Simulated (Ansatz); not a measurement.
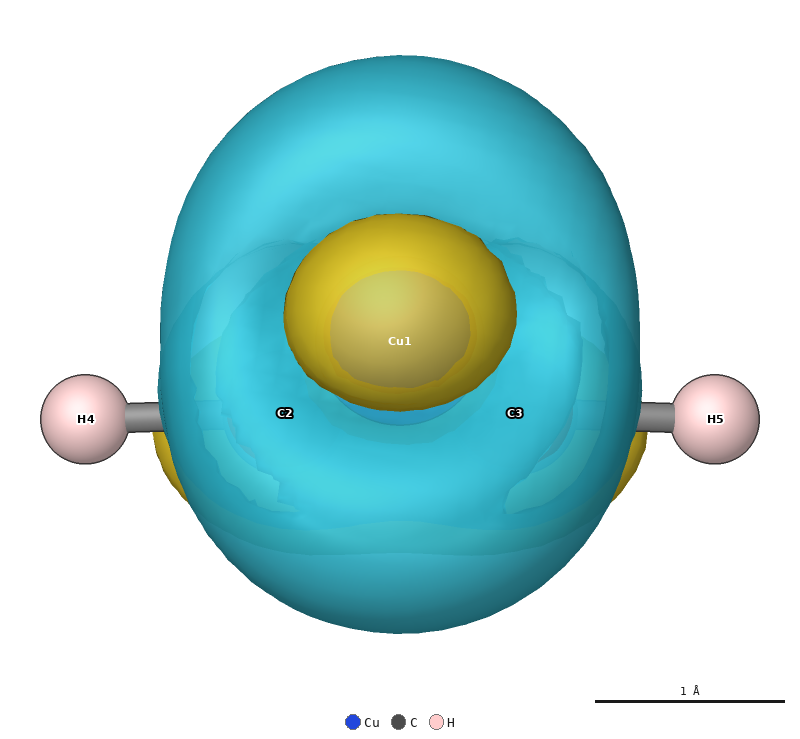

The picture shows: C₂H₂Cu (charge +1). The HOMO−1 at ±0.1 Å⁻³ᐟ² (yellow and cyan are the two phases), seen from one side.

Geometry: PBE0-D4/def2-TZVP.

Level of theory: Ansatz 0.2.0, RKS PBE0-D4/def2-TZVPPD.

The calculation's input:

```
crystal:
  periodic: [false, false, false]
  atoms:
    - {symbol: Cu, position_ang: [-0.026481, -0.194259, -1.643212]}
    - {symbol: C, position_ang: [0.088125, 0.637384, 0.245996]}
    - {symbol: C, position_ang: [-0.077866, -0.562187, 0.390480]}
    - {symbol: H, position_ang: [0.235209, 1.700582, 0.305720]}
    - {symbol: H, position_ang: [-0.218987, -1.581619, 0.701017]}
basis:
  gaussian: {orbitals: "def2-TZVPPD.json"}
total_charge: 1
hamiltonian: {xc: pbe0, dispersion: d4}
output: {orbitals: {seedname: orbitals}}
```

Command:

```sh
ansatz run in.yaml --threads 2 --pin off --events-out ev --progress --plain --max-ram 5222MiB
```

Where does this orbital lie, and at what energy?

It lies mainly on Cu1 (about 85 %), C2 (about 10 %) and C3 (about 10 %). Its energy is −14.33 eV.
